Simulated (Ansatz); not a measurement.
```xyz
11

N    -0.5933    0.9186    1.4391
C    -0.8940    0.6366    0.0457
Ge    0.0624   -0.9774   -0.6250
F    -0.1405   -2.1154    0.7269
S     2.2401   -0.4417   -0.7402
H     0.4045    1.1367    1.5579
H    -0.7650    0.0810    2.0111
H    -1.9822    0.4558   -0.0834
H    -0.6391    1.5062   -0.5947
H    -0.3936   -1.7943   -1.8715
H     2.6307   -1.7087   -1.0539
```

The calculation used RKS PBE/def2-SVP in Ansatz.

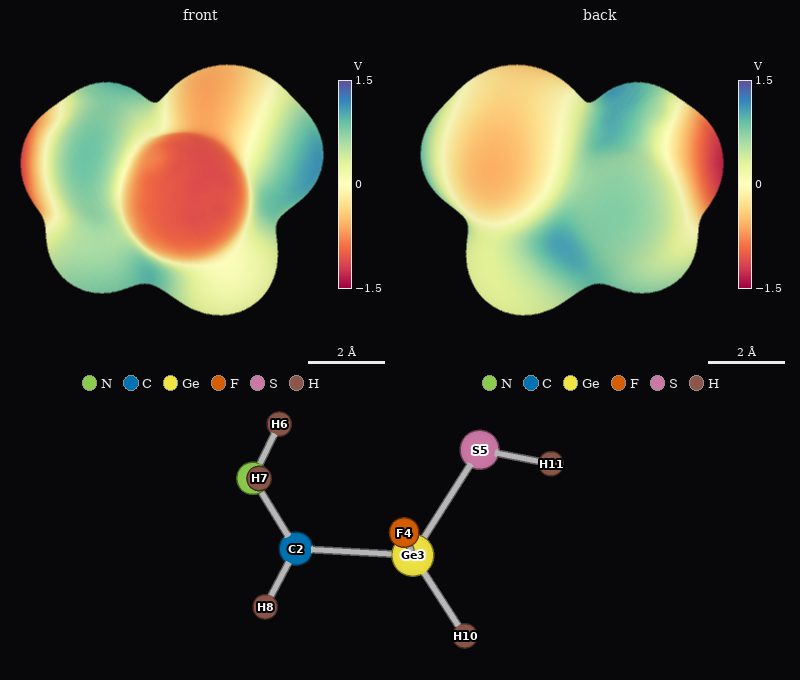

CH₆FGeNS. The electrostatic potential painted on the density surface at 0.001 e/bohr³, seen from the front and from behind; red is negative and blue positive. The bare structure is drawn below in the same view.

> Which sites attract a positive test charge, and which a negative one?

A positive charge is drawn to the negative regions and a negative charge to the positive ones. The most negative region (about −1.3 V, or −30 kcal/mol for a unit charge) lies over N1, the most positive (about +1.1 V, or +25 kcal/mol for a unit charge) over Ge3, H6 and H11. N1 is the likeliest acceptor of a hydrogen bond.
